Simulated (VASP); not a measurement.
Band structure of BaTiO3 (tetragonal perovskite). Calculation: PBEsol GGA with spin-orbit coupling, VASP's PBE PAW potentials (set 64) (plane waves; VASP 6.6.1).

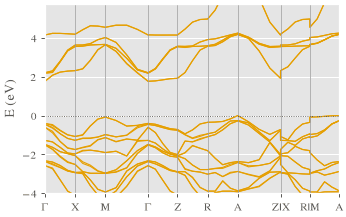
Fig. 1. Bands along high-symmetry lines, zero at the valence-band maximum or, without a gap, the Fermi level

Problem. Read the plot: is there a gap, and where are the band edges?

Solution. The gap is indirect, 1.76 eV, from the valence maximum at A to the conduction minimum at Γ.

The compound is BaTiO3 in the tetragonal perovskite structure. It was relaxed first.
